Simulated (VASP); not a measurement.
Band structure of ZnCl2 (space group P4_2/nmc). Level of theory: PBEsol GGA, VASP's PBE PAW potentials (set 64) (plane waves; VASP 6.6.1).

Without a dispersion term in the relaxation, distances and binding between the weakly bound layers, chains or molecules are unreliable, and so is what depends on them.

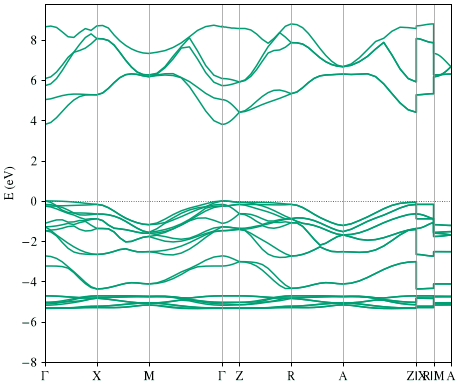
*Bands along high-symmetry lines, zero at the valence-band maximum or, without a gap, the Fermi level*

Task: Read the plot: is there a gap, and where are the band edges?

Result: The gap is direct, 3.80 eV, from the valence maximum at Γ to the conduction minimum at Γ. (Edges off the drawn lines would not show.)

The structure comes from a computed database's ZnCl2 entry (P4_2/nmc); how it stands against other phases isn't given here. It was relaxed first.
